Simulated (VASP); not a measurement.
Band structure of Tl3In (space group Pm-3m). Method: PBEsol GGA, VASP's PBE PAW potentials (set 64) (plane waves; VASP 6.6.1).

Unless said otherwise, spin-orbit coupling is left out, though it shifts the bands of the heavy elements here.

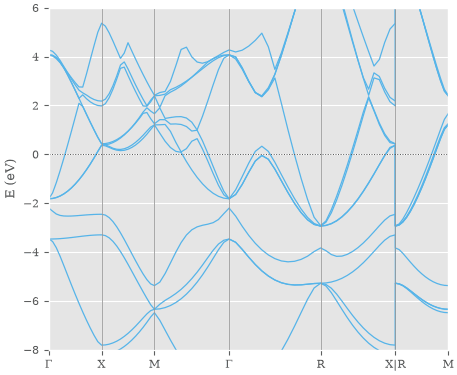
Bands along high-symmetry lines, zero at the valence-band maximum or, without a gap, the Fermi level

Problem. Read the plot: is there a gap, and where are the band edges?

Solution. It has no gap at this level: it comes out as a metal or semimetal. (Edges off the drawn lines would not show.)

The structure comes from a computed database's Tl3In entry (Pm-3m); how it stands against other phases isn't given here. It was relaxed first, which changed the volume by -6 %.
